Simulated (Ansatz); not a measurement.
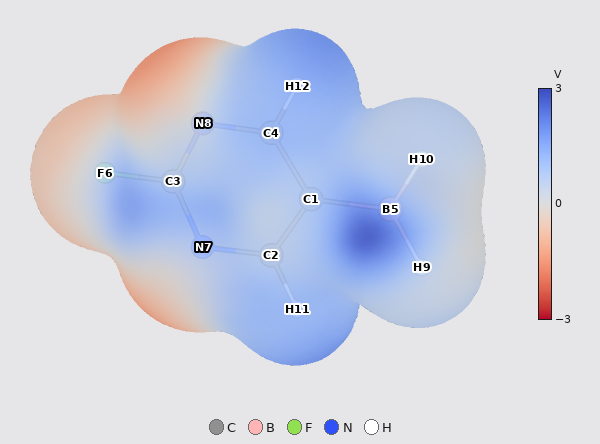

Figure. C4H4BFN2 (SMILES Bc1cnc(F)nc1). The molecular electrostatic potential painted on the density surface at 0.004 e/bohr³, seen at a tilt; the colour scale runs from red (negative) to blue (positive).

Geometry: PBE-D3(BJ)/def2-SVP.

Theory: isolated molecule in a Gaussian basis; Kohn-Sham density functional theory, functional PBE0 in Ansatz 0.2.0.

```xyz
12

C    -0.5431    0.8372   -0.0456
C    -0.5557    0.7082    1.3682
C    -0.2165    2.9189    1.6140
C    -0.3420    2.1662   -0.5027
B    -0.7311   -0.3584   -0.9988
F    -0.0553    3.9479    2.4343
N    -0.3940    1.7382    2.2066
N    -0.1780    3.2128    0.3144
H    -0.9000   -1.4749   -0.5472
H    -0.7107   -0.1850   -2.2023
H    -0.7049   -0.2837    1.8327
H    -0.3145    2.3810   -1.5867
```

Which sites attract a positive test charge, and which a negative one?

Answer. A positive charge is drawn to the negative regions and a negative charge to the positive ones. The most negative region (about −1.5 V) lies over N7, the most positive (about +2.5 V) over B5.

How polar is the molecule by this calculation?

Answer. Its dipole moment is 2.43 D.
